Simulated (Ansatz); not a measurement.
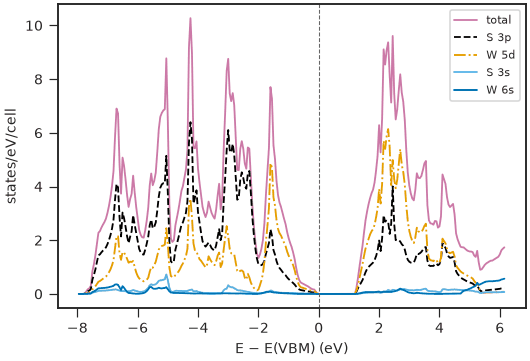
Fig. 1. Total and projected density of states of WS$_{2}$ in space group P6_3/mmc (No. 194; W on 2c, S on 4f), DFT-r²SCAN+D4 in the program Ansatz with PAW potentials

### Question
Which orbitals carry the states next to the gap?

### Answer
Top 1 eV of the valence band: W 5d 66 %, S 3p 29 %. Bottom 1 eV of the conduction band: W 5d 62 %, S 3p 31 %. Projections are on Löwdin-orthogonalised atomic valence shells; empty p or d shells of many metals are not among them.

### Question
Where is the tallest occupied peak in this window, and what makes it?

### Answer
Near -4.2 eV, about 10 states/eV per cell; the largest projected share is S 3p.

The cell was relaxed with r²SCAN+D4 under the symmetry of its start; of distortions, only those at the zone centre were tested. No spin polarisation was allowed. Spin–orbit coupling is left out wherever it is not named.

Potentials: the later of the program's two PAW sets.
